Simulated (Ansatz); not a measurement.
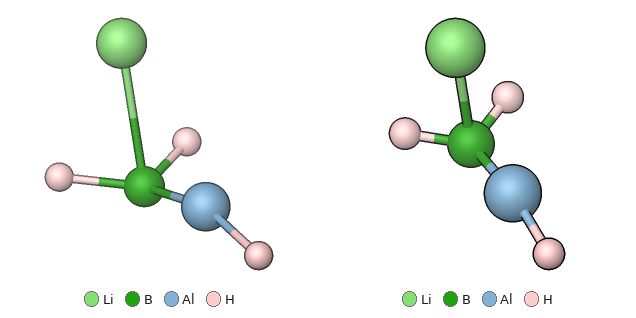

Two views of one molecule.

Describe the molecule.

It has 6 atoms: 1 aluminium, 1 boron, 3 hydrogen and 1 lithium (AlBH3Li). This geometry has Cs symmetry.

The parts below concern this one geometry. Atoms keep their numbers from picture to picture. The computed structure is the end point of a PBE0-D4/def2-TZVP optimisation. No frequency run is at hand to confirm it as a minimum.

Shape

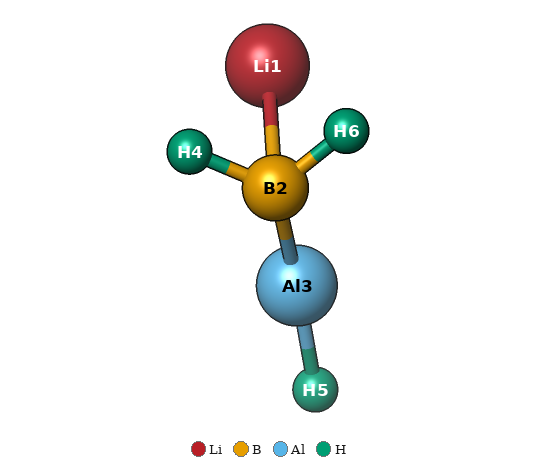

The atoms are numbered. No frequency run is at hand to confirm it as a minimum.

Question: Which bond is the longest?

Answer: Li1–B2, 2.134 Å.

Electronic properties

No frequency run is at hand to confirm it as a minimum. Level of theory: RKS PBE0-D4/def2-TZVPP (Ansatz 0.2.0).

What does the calculation give?

- HOMO energy (Kohn–Sham orbital): −4.55 eV
- LUMO energy (Kohn–Sham orbital): −1.32 eV
- HOMO–LUMO gap: 3.22 eV

Dipole moment

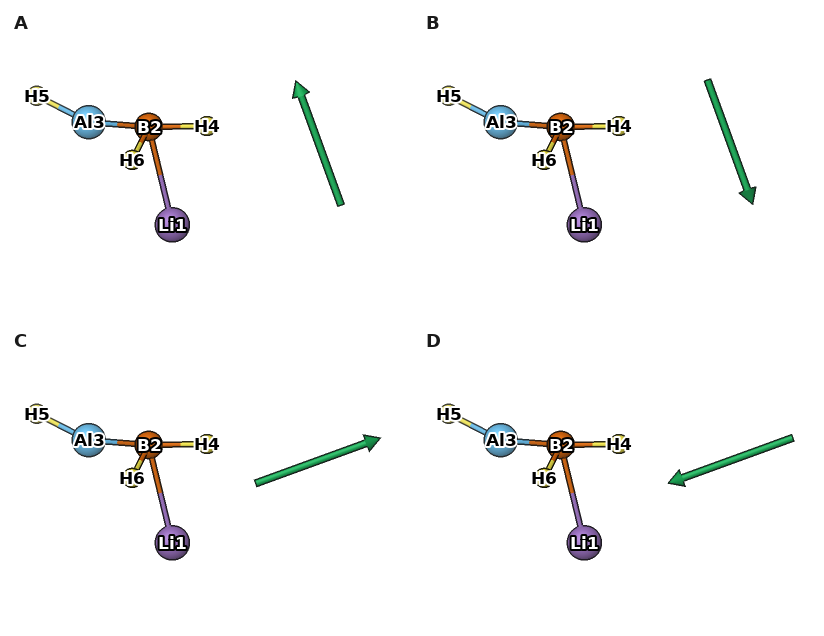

The same molecule four times, each with an arrow. No frequency run is at hand to confirm it as a minimum. Level of theory: RKS PBE0-D4/def2-TZVP (Ansatz 0.2.0).

Question: Which arrow points along the dipole moment, from the negative to the positive end?

Answer: B. The dipole moment is 4.89 D; it points from the side of H5 to the side of Li1 (the outermost atoms at the two ends).

Charges

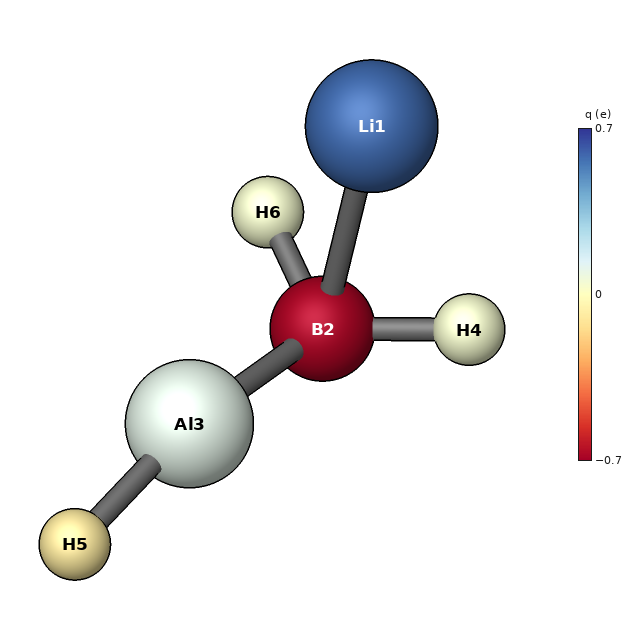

Atoms are coloured by their Mulliken charges. No frequency run is at hand to confirm it as a minimum. Level of theory: RKS PBE0-D4/def2-TZVP (Ansatz 0.2.0).

Give the Mulliken charges atom by atom.

| atom | value (e) |
| --- | --- |
| Li1 | 0.58 |
| B2 | −0.67 |
| Al3 | 0.10 |
| H4 | 0.04 |
| H5 | −0.08 |
| H6 | 0.04 |

Mulliken values depend strongly on the basis set and can even reverse the polarity of a bond.
